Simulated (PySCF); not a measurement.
```xyz
23

C     3.8845    1.7146    0.6679
C     2.7551    1.3283    1.2384
Si    1.9198   -0.3362    0.9635
C     0.1968    0.0502    0.2975
C    -0.7509   -0.8164   -0.1005
C    -0.4992   -2.2432   -0.0324
C    -1.3377   -3.1946   -0.4259
Si   -2.4159   -0.1734   -0.7618
Si   -2.5400    2.1297   -0.6623
H     4.3304    2.6827    0.8449
H     4.4209    1.0728   -0.0129
H     2.2635    2.0202    1.9140
H     1.8330   -1.0500    2.2490
H     2.7105   -1.1297    0.0125
H    -0.0352    1.1094    0.2275
H     0.4645   -2.5231    0.3777
H    -2.3050   -2.9689   -0.8411
H    -1.0821   -4.2380   -0.3478
H    -3.4908   -0.8141    0.0171
H    -2.5693   -0.6754   -2.1393
H    -3.8509    2.6076   -1.1092
H    -1.5528    2.8062   -1.5100
H    -2.3543    2.6684    0.6894
```

Geometry: GFN2-xTB.

These are results of PBE0/pcSseg-1, SCF density, gas phase, non-relativistic in PySCF, not measurements.

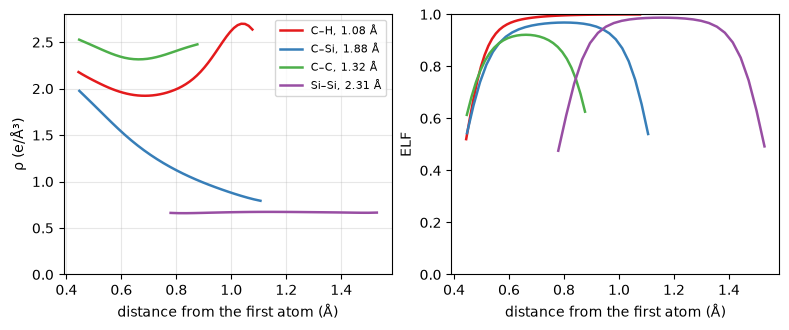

C$_{6}$H$_{14}$Si$_{3}$ (SMILES C=C[SiH2]/C=C(\C=C)[SiH2][SiH3]). Total electron density and ELF along straight lines between neighbouring atoms. The curves leave out the atomic cores.

Question: Compare the contacts.

Answer: C–H (1.08 Å): ρ is about 2 e/Å³ halfway; the ELF climbs to about 1 towards the hydrogen, as it does in any bond to H: a covalent bond by its length.
C–Si (1.88 Å): ρ is about 0.94 e/Å³ halfway; the ELF peaks at about 0.95 between the atoms (a shared electron pair).
C–C (1.32 Å): the density is about 2.3 e/Å³ at the midpoint; the ELF peaks at about 0.90 between the atoms; a multiple bond.
Si–Si (2.31 Å): ρ at the midpoint is about 0.67 e/Å³; the ELF peaks at about 1 between the atoms, as expected for a covalent bond.
